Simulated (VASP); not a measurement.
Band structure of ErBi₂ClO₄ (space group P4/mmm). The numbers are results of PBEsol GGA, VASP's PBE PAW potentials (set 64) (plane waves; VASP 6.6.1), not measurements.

The moments were started parallel, and other spin orders were not tried in this run. Unless said otherwise, spin-orbit coupling is left out, though it shifts the bands of the heavy elements here.

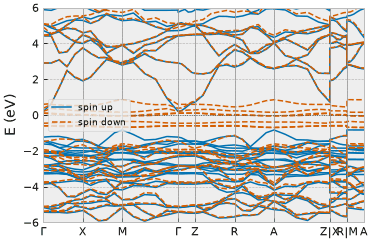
Figure: Bands along high-symmetry lines, zero at the valence-band maximum or, without a gap, the Fermi level

Question: Read the plot: is there a gap, and where are the band edges?

Answer: It has no gap at this level: it comes out as a metal or semimetal.

The structure comes from a measured ErBi2ClO4 entry of the Crystallography Open Database, whose conditions weren't checked. The cell was not relaxed at this level. The k-mesh is coarse (spacing up to 0.55 per Å, 2π included), so the numbers may not be converged in it.
